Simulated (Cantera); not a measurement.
Charge: 1 mol SrCl₂, 0.61 mol H₂O, a varied amount of N₂, at 1175 °C and 133 Pa.

Method: chemical equilibrium by Gibbs-energy minimisation in Cantera with the NASA 1993 tables (ideal gas, pure condensed phases). Candidate condensed phases: H₂O, NH₄Cl, Sr, SrCl₂, SrO, Sr(OH)₂; 35 gas species. Condensed phases not in the tables: oxide chlorides. The numbers say what is thermodynamically allowed, not how fast it happens.

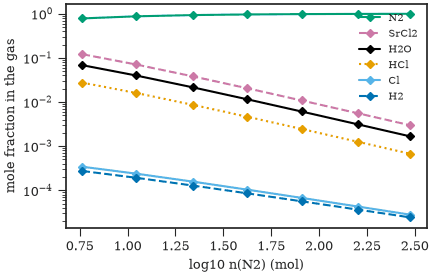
Figure. Equilibrium gas composition (values under 1e-9 drawn at 1e-9)

From 5.8 mol N₂ to 300 mol N₂ the condensed part is SrO(s). The main Sr-bearing gas is SrCl₂ throughout.
